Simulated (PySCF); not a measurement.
Consider H₈O₂SSi₃ (SMILES [SiH3]O[SiH2]O[SiH2]S).

```xyz
14

Si   -2.1715    0.8753   -0.2898
O    -1.5275   -0.1424    0.8027
Si   -0.3001   -0.9578    1.4509
O     1.1098   -0.4502    0.8192
Si    1.9150    0.4399   -0.2569
S     2.0119   -0.6182   -2.1192
H    -1.6835    0.5168   -1.6200
H    -1.7597    2.2312    0.0782
H    -3.6064    0.6612   -0.1323
H    -0.2393   -0.6130    2.8602
H    -0.4402   -2.3557    1.0738
H     3.2445    0.5494    0.3227
H     1.2358    1.6832   -0.5735
H     2.2106   -1.8201   -1.5980
```

Geometry: GFN2-xTB.

Method: PySCF 2.14.0, CAM-B3LYP/def2-SVPD, SCF density, gas phase.

### What can the converged electron density and electron localisation function tell about the bonding?

Si–O (1.61 Å): ρ at the midpoint is about 1.2 e/Å³; the ELF peaks at about 0.85 between the atoms, as expected for a short, strongly polar bond.

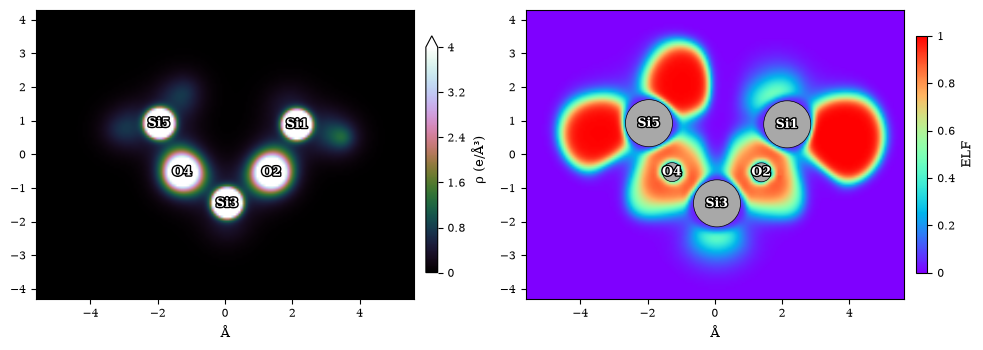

Computed electron density and electron localisation function on the plane of atoms O2, Si3 and O4, in this order. Grey discs cover the atomic cores in the ELF map. 
